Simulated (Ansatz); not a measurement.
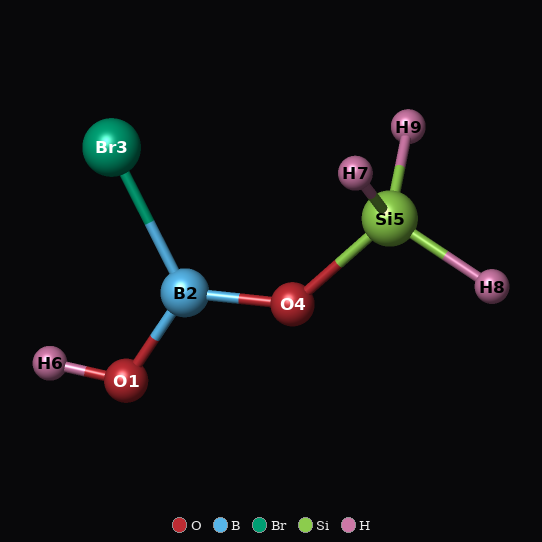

Harmonic vibrations computed with RKS PBE0-D4/def2-TZVP (Ansatz 0.2.0) at a stationary point of the same level.

**Minimum or transition state?**

A minimum: no imaginary frequency, and the lowest mode lies at 77 cm⁻¹.

**How many vibrational modes are there, and where do they lie?**

21 modes: 77, 86, 105, 306, 346, 500, 543, 563, 721, 727, 821, 948, 955, 967, 1052, 1232, 1509, 2247, 2252, 2264, 3905 cm⁻¹.
